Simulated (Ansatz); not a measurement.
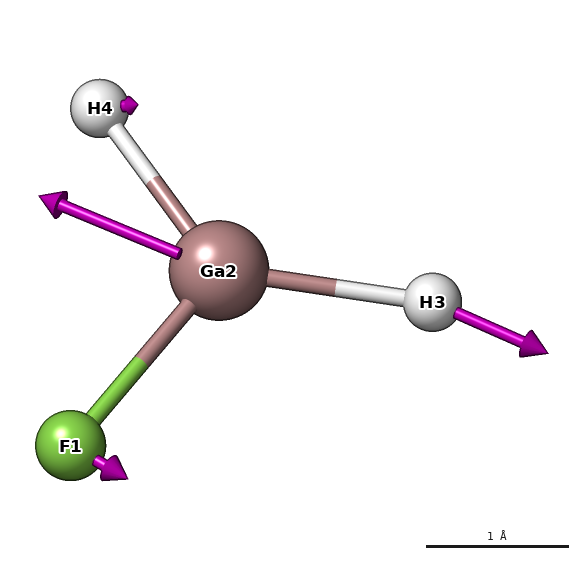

Arrows show the forces on the atoms, 2 Å of arrow for 1 eV/Å; forces under a tenth of the largest aren't drawn. Level of theory: r2SCAN-D4/def2-TZVPP (Ansatz 0.2.0).

### On which atom is the force largest, and how large is it?

On Ga2: 0.57 eV/Å.

### Which bond do the forces act along most?

Ga2–H3, now 1.523 Å: the forces push its atoms apart, so a first step downhill lengthens it.

List the force components in the frame of the picture (x right, y up, z towards the viewer), in eV/Å.

| atom | Fx | Fy | Fz |
| --- | --- | --- | --- |
| F1 | 0.12 | −0.07 | 0.06 |
| Ga2 | −0.50 | 0.21 | −0.19 |
| H3 | 0.33 | −0.14 | 0.10 |
| H4 | 0.06 | 0.01 | 0.03 |
